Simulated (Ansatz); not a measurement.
BH$_{3}$O$_{2}$Cl$_{2}$: several calculations on one system

Part 1: Relaxation

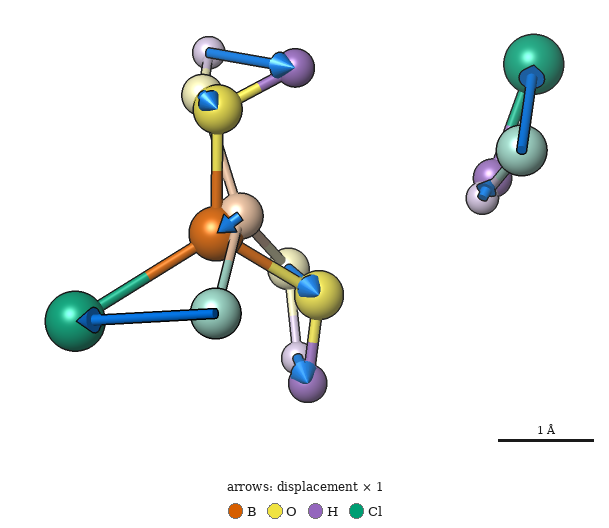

A relaxation of BH3O2Cl2. The starting structure is drawn faded, the final one solid; blue arrows show the displacements, at their true length. The two geometries are superimposed by the best rigid fit.

The picture is a ball-and-stick view, seen face on.

The run prepares an end point of a later path (reaction) calculation, from a guessed geometry.

The calculation used RHF/def2-SVP (Ansatz 0.2.0). Settings: no spin polarisation; force threshold 0.03 eV/Å; at most 50 steps.

Which element moves most?

Answer. Chlorine: up to 1.81 Å, against 1.27 Å for hydrogen.

Describe the change and its energy.

Answer. Over 19 accepted moves (21 points after the start) the energy falls by 6.40 kcal/mol. The largest force component goes from 1.1 to 0.015 eV/Å. The line search rejected the trial steps at points 5, 12 of the run. The atom that moves furthest after the best rigid fit is a Cl atom (1.81 Å). By element the largest moves are Cl 1.81 Å, H 1.27 Å, O 0.81 Å, B 0.31 Å. Among the contacts that change: Cl–H 1.319 → 1.277 Å, B–O 1.379 → 1.355 Å, B–Cl 1.777 → 1.782 Å.

Limits of the set-up: the start holds two separate molecules, 2.2 Å apart at their closest, whose relative position is a soft coordinate and is computed without a dispersion correction; Hartree-Fock leaves out electron correlation.

Part 2: Relaxation

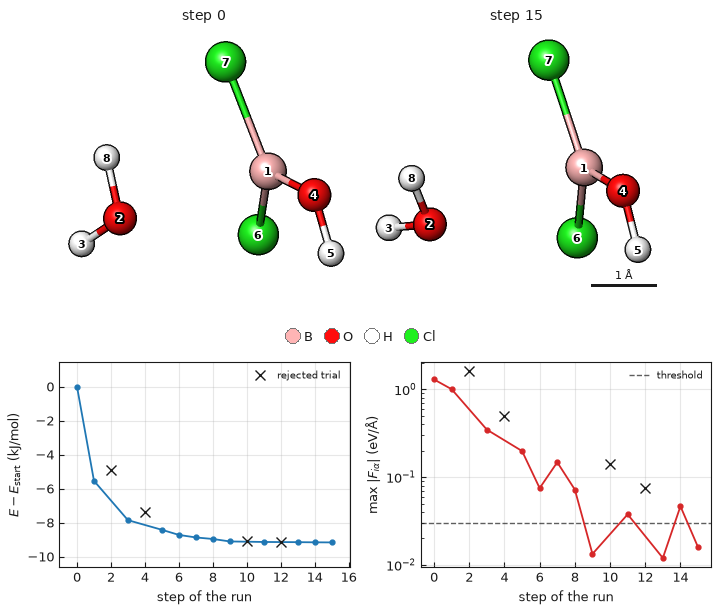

First and last geometry of a relaxation of BH₃O₂Cl₂, with the history of the run. Style: ball-and-stick. Shown at a tilt.

The run prepares an end point of a later path (reaction) calculation, from a guessed geometry.

Level of theory: RHF/def2-SVP (Ansatz 0.2.0). (no spin polarisation; force threshold 0.03 eV/Å; at most 50 steps)

Q: Read the history and describe the run.

A: It converged. H8 moves most after the best rigid fit: 0.60 Å. Largest moves by element: H 0.60 Å, Cl 0.29 Å, O 0.12 Å, B 0.12 Å. Some distances before and after: B1–Cl7 1.828 → 1.770 Å, O2–H8 0.969 → 0.946 Å, B1–O4 1.320 → 1.326 Å, B1–Cl6 1.774 → 1.779 Å. After 11 accepted moves (15 points after the start) the energy has fallen by 9.16 kJ/mol. The largest force component goes from 1.3 to 0.016 eV/Å. The line search rejected the trial steps at points 2, 4, 10, 12 of the run. The forces were under the threshold at step 9, but the run went on from there.

Limits of the set-up: the start holds two separate molecules, 2.6 Å apart at their closest, whose relative position is a soft coordinate and is computed without a dispersion correction; Hartree-Fock leaves out electron correlation.

Part 3: Path

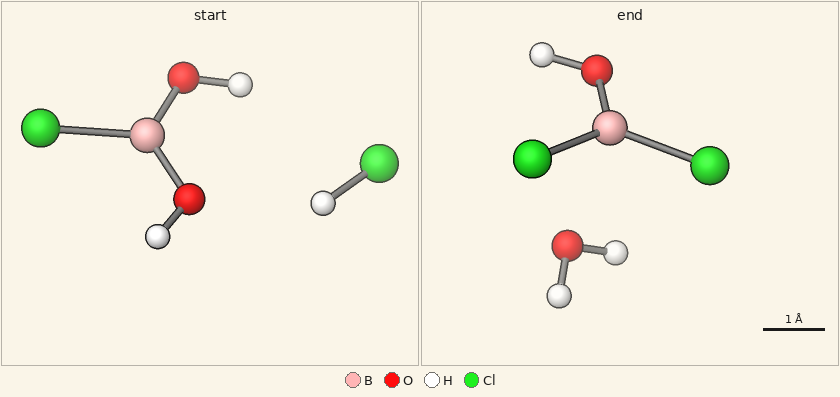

The two relaxed end points of a path for BH₃O₂Cl₂, made up at the start of BH₂O₂Cl and HCl. A ball-and-stick model, seen from a free direction.

Level of theory: RHF/def2-SVP (Ansatz).

Set-up: 5 movable images; climbing image; force threshold 0.05 eV/Å; iteration limit 60.

Start:
```xyz
8

B    -0.3308   -0.5437   -0.0971
O    -0.6783    0.0468    1.0718
H    -1.4389   -0.3235    1.4931
O     0.7204   -0.1347   -0.8020
H     1.1975    0.5937   -0.4268
Cl   -1.3034   -1.9051   -0.7115
Cl    1.6130    2.4434    1.4257
H     0.5919    1.7558    1.7665
```

End:
```xyz
8

B     0.1966    0.5011   -0.5814
O    -0.3257   -0.0565    2.0568
H    -1.2527    0.0298    2.2247
O     1.4119   -0.0139   -0.4577
H     1.4574   -0.9556   -0.5309
Cl   -1.1831   -0.4813   -1.1262
Cl   -0.0166    2.2463   -0.3810
H     0.0836    0.6630    2.5154
```

Question: Predict the minimum-energy path and its barrier.

Answer: The highest point, image 4, lies 1.71 eV above the start and 1.03 eV above the end; the end is at +0.68 eV relative to the start. Breaking: B1–O2 (1.35 → 1.48 at the top → 2.75 Å), Cl7–H8 (1.28 → 1.75 at the top → 3.30 Å). Forming: B1–Cl7 (3.88 → 2.49 at the top → 1.77 Å), O2–H8 (2.24 → 1.06 at the top → 0.95 Å). The band converged in 53 iterations. The largest component of the band force went from 120 to 0.043 eV/Å. The climbing image converged on the top of the path. Its vibrational analysis gives one imaginary mode (585i cm⁻¹), as a transition state must have.

Energies of the converged images:

| image | path (Å) | E (eV) |
| --- | --- | --- |
| 0 | 0.00 | 0.000 |
| 1 | 1.34 | 0.064 |
| 2 | 2.68 | 0.060 |
| 3 | 4.02 | 0.092 |
| 4 | 5.36 | 1.712 |
| 5 | 6.46 | 0.865 |
| 6 | 7.56 | 0.678 |

The geometry at the top of the path:

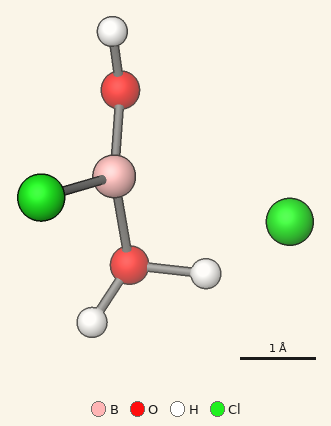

Limits of the set-up: the start holds two separate molecules, 2.2 Å apart at their closest, whose relative position is a soft coordinate and is computed without a dispersion correction; Hartree-Fock leaves out electron correlation.
